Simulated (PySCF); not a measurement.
# C36H17Cl: the cost of one run

Programs: PySCF 2.14.0, with routines of our own; each step states its level. All values are computed. Atoms count from 0.

### Step 1. The starting structure

54 atoms, charge 0, multiplicity 1; geometry from: GFN2-xTB.

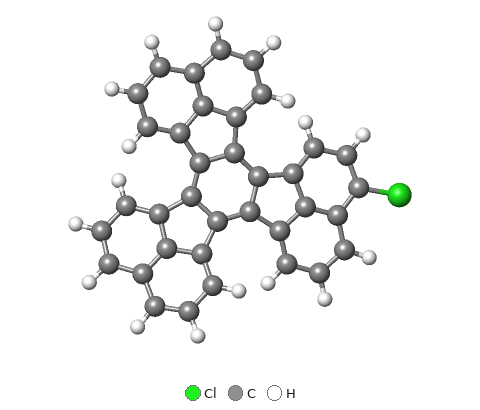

The starting geometry (chlorine green, carbon grey, hydrogen white).

### Step 2. Electronic excitations: TDA PBE0/def2-SVP in cyclohexane

Job settings and geometry (Å):

```
{"job": {"kind": "uv", "basis": "def2-SVP", "grid": 1, "kgrid": 0, "vcut": 1.5, "nstates": 6, "ntriplets": 0, "tda": true, "delta": [], "pop": false, "xc": "PBE0", "solvent": "cyclohexane", "pol": false}, "charge": 0, "multiplicity": 1}
Cl    -3.251905     6.367379     1.240526
C     -2.288081     4.963570     0.945129
C     -0.919428     5.045135     1.039530
C     -0.087638     3.937848     0.807117
C     -0.647843     2.743499     0.421040
C     -2.060155     2.665312     0.385089
C     -2.921949     3.732572     0.654085
C     -4.302951     3.446489     0.664492
C     -4.729301     2.153147     0.496387
C     -3.845033     1.082440     0.276671
C     -2.499043     1.337700     0.169706
C     -1.292907     0.531441     0.010037
C     -1.103346    -0.825528    -0.159669
C     -2.014037    -1.931147    -0.439756
C     -3.288102    -2.066357    -0.935834
C     -3.829675    -3.357443    -1.078580
C     -3.142364    -4.495477    -0.736785
C     -1.807164    -4.401732    -0.286320
C     -0.945076    -5.456325     0.086762
C      0.326982    -5.177527     0.520657
C      0.855418    -3.873480     0.549878
C      0.068181    -2.827583     0.132895
C     -1.275828    -3.113382    -0.201041
C      0.211447    -1.379440     0.019430
C      1.308174    -0.540851    -0.008176
C      2.738935    -0.804380    -0.128972
C      3.523343    -1.916237    -0.319358
C      4.913890    -1.757149    -0.461710
C      5.523695    -0.528206    -0.472568
C      4.741837     0.643334    -0.372484
C      5.184228     1.977481    -0.507855
C      4.268891     2.999277    -0.532123
C      2.886055     2.786537    -0.384229
C      2.425708     1.512957    -0.150116
C      3.370112     0.460139    -0.181744
C      1.118171     0.883216     0.000364
C     -0.156353     1.399349     0.144786
H     -0.467296     5.986208     1.314028
H      0.969983     4.048727     0.976488
H     -5.010155     4.242962     0.838309
H     -5.786651     1.938120     0.549772
H     -4.243097     0.082572     0.231082
H     -3.874132    -1.218134    -1.251478
H     -4.835121    -3.445717    -1.465128
H     -3.607517    -5.466176    -0.828537
H     -1.300832    -6.475557     0.046039
H      0.962304    -5.989289     0.845383
H      1.853322    -3.724337     0.929794
H      3.105269    -2.905711    -0.398208
H      5.516570    -2.645928    -0.583584
H      6.594356    -0.446275    -0.592560
H      6.238499     2.179928    -0.629808
H      4.613111     4.012128    -0.686428
H      2.219639     3.625473    -0.498422
```

Level: TDA PBE0/def2-SVP, vertical, IEF-PCM cyclohexane (non-equilibrium linear response), core orbitals frozen in the response, virtual orbitals cut by energy.

Run with:

```
OMP_NUM_THREADS=2 python large_run.py task.json out
```

The driver reads the jobs from task.json and runs them one after another.

**Question.** How long does this first job take on 2 threads of Arm Neoverse V1, shared host, and how much memory does it need?

About 3.3 min, with a peak of 2.1 GiB.
